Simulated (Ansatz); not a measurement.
Method: PBE (plane waves to 420 eV, PAW; Ansatz, a first-principles code).

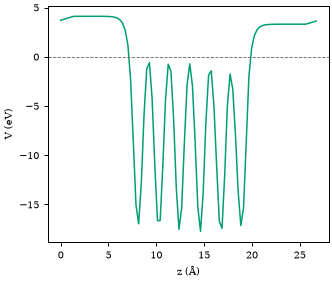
Figure: Plane-averaged electrostatic potential energy along the normal, in eV from the Fermi level, for the (100) surface of rock-salt TiC, O on half the C sites of the top plane, c(2x2) (bottom of the slab: a bare face, its two planes held)

Model: 24-atom slab, 10.8 Å thick at the start with caps and adatoms (thin: gaps and levels are the slab's own), 9x9x1 mesh, Fermi-Dirac 0.1 eV, dipole correction, 8 atoms held, the rest relaxed; held to the start's symmetry, so lower structures may exist; no spin, no spin-orbit, no U. It is one candidate, not shown to be the stable structure of the face.

The vacuum level lies 3.31 eV above the Fermi level over the top face and 4.11 eV above it under the bottom face.
